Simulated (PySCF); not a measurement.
```xyz
13

Cl    3.0011    0.2043    0.4925
C     1.2940    0.2641    0.2715
C     0.5176    1.2697    0.6557
Ge   -1.3242    0.8311    0.1946
C    -0.7655   -1.0541   -0.0514
C     0.6781   -0.8750   -0.4847
Cl    0.6516   -0.3564   -2.2037
H     0.9043    2.1416    1.1527
H    -2.2995    1.0729    1.3101
H    -1.8299    1.5144   -1.0385
H    -0.7919   -1.5838    0.9023
H    -1.3178   -1.6430   -0.7790
H     1.2777   -1.7853   -0.4400
```

Geometry: GFN2-xTB.

Level of theory: wB97X-D/def2-SVPD, SCF density, gas phase (PySCF 2.14.0).

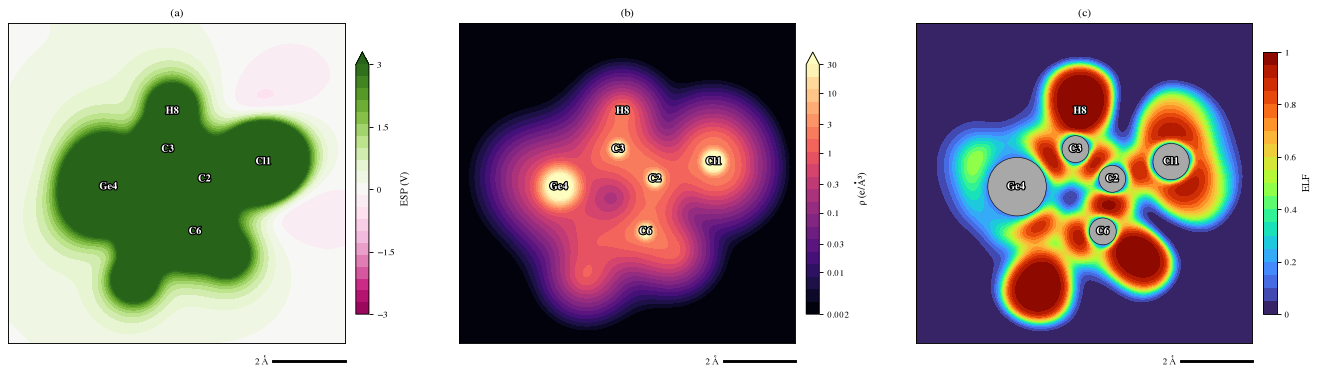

C₄H₆Cl₂Ge. (a) molecular electrostatic potential; (b) electron density; (c) ELF on the plane of atoms C2, C3 and H8. Grey discs cover the atomic cores in the ELF map.

Read the bonding off the picture.

Answer. The section cuts through Cl, C, Ge and H sites. C–C (1.33 Å): ρ at the midpoint is about 2.3 e/Å³; the ELF peaks at about 0.90 between the atoms: a short, multiple covalent bond. C–Cl (1.72 Å): the density is about 1.5 e/Å³ at the midpoint; the ELF peaks at about 0.90 between the atoms; a covalent bond. C–Ge (1.95 Å): the density is about 0.88 e/Å³ at the midpoint; the ELF peaks at about 0.95 in the valence shell of C, 0.7 Å from its nucleus, and is about 0.70 at the midpoint. C–H (1.08 Å): the density is about 2 e/Å³ at the midpoint; the ELF climbs to about 1 towards the hydrogen, as it does in any bond to H (a covalent bond by its length). C–C (1.50 Å): ρ at the midpoint is about 1.8 e/Å³; the ELF peaks at about 0.95 between the atoms; localised, covalent bonding. The ELF also peaks beside Cl1, away from the bonds: lone-pair regions. Outside the dense part of the molecule the potential is most negative (−0.5 V) near Cl1.
